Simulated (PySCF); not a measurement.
**C3H8FOSi (doublet): density, localisation and related maps**

```json
{"atom": "C", "x (Å)": "-2.5194", "y (Å)": "-0.6823", "z (Å)": "0.2998"}
{"atom": "C", "x (Å)": "-1.4104", "y (Å)": "0.2801", "z (Å)": "0.3802"}
{"atom": "C", "x (Å)": "-0.0406", "y (Å)": "-0.3717", "z (Å)": "0.1975"}
{"atom": "O", "x (Å)": "0.9557", "y (Å)": "0.5955", "z (Å)": "0.3512"}
{"atom": "Si", "x (Å)": "2.5587", "y (Å)": "0.4962", "z (Å)": "0.3077"}
{"atom": "F", "x (Å)": "2.9530", "y (Å)": "2.0169", "z (Å)": "0.5935"}
{"atom": "H", "x (Å)": "-3.5254", "y (Å)": "-0.3341", "z (Å)": "0.1777"}
{"atom": "H", "x (Å)": "-2.3491", "y (Å)": "-1.7309", "z (Å)": "0.4388"}
{"atom": "H", "x (Å)": "-1.5339", "y (Å)": "1.0747", "z (Å)": "-0.3646"}
{"atom": "H", "x (Å)": "-1.4053", "y (Å)": "0.7928", "z (Å)": "1.3562"}
{"atom": "H", "x (Å)": "0.0988", "y (Å)": "-1.1670", "z (Å)": "0.9399"}
{"atom": "H", "x (Å)": "0.0326", "y (Å)": "-0.8223", "z (Å)": "-0.7999"}
{"atom": "H", "x (Å)": "3.0735", "y (Å)": "0.1567", "z (Å)": "-1.0091"}
{"atom": "H", "x (Å)": "3.1111", "y (Å)": "-0.3051", "z (Å)": "1.3889"}
```

Geometry: GFN2-xTB.

The calculation used PySCF 2.14.0, density-fitted response routines, UKS B3LYP, pcH-1 on C F H O Si, non-relativistic, mean-field spin-orbit, GIAO.

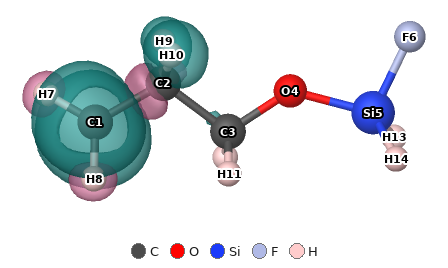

Figure 1. Isosurfaces of the spin density (α minus β) at +0.015 (teal) and −0.015 e/Å³ (pink), seen across its widest extent.

Question: Where is the unpaired spin?

Answer: The unpaired spin (1 electron) lies mostly on C1 (about 0.7), in electrons by Hirshfeld's partition.

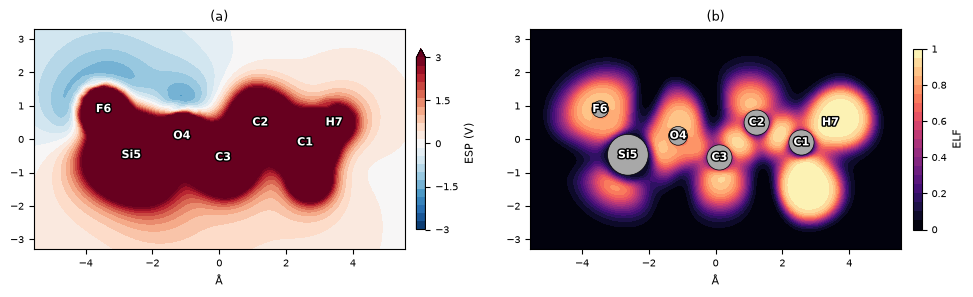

Figure 2. (a) electrostatic potential; (b) electron localisation function on the plane of atoms O4, Si5 and F6. Grey discs cover the atomic cores in the ELF map.

Question: What does the map show?

Answer: The section cuts through C, O, Si, F and H sites.
C–O (1.40 Å): the ELF peaks at about 0.80 between the atoms, as expected for a polar covalent bond.
C–C (1.47 Å): the ELF peaks at about 0.90 between the atoms; a shared electron pair.
Si–F (1.60 Å): the ELF peaks at about 0.85 between the atoms (a shared but strongly polarised pair).
Si–O (1.61 Å): the ELF peaks at about 0.85 between the atoms: a short, strongly polar bond.
C–H (1.07 Å): the ELF climbs to about 1 towards the hydrogen, as it does in any bond to H: an ordinary covalent bond to hydrogen.
Outside the dense part of the molecule the potential is most negative (−1.6 V) near O4.

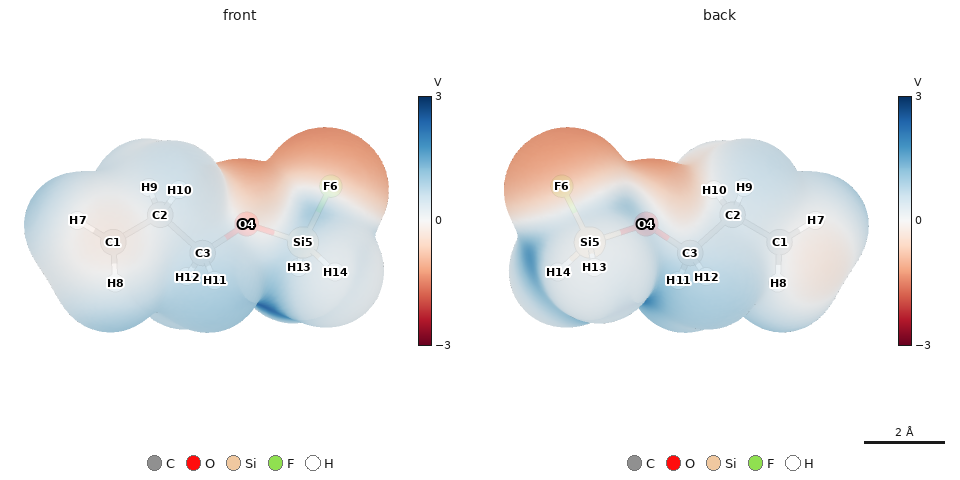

Figure 3. The molecular electrostatic potential painted on the density surface at 0.002 e/bohr³, seen from the front and from behind; red is negative and blue positive.

Question: Which sites attract a positive test charge, and which a negative one?

Answer: A positive charge is drawn to the negative regions and a negative charge to the positive ones. The most negative region (about −1.3 V) lies over O4 and F6, the most positive (about +2.2 V) over Si5.
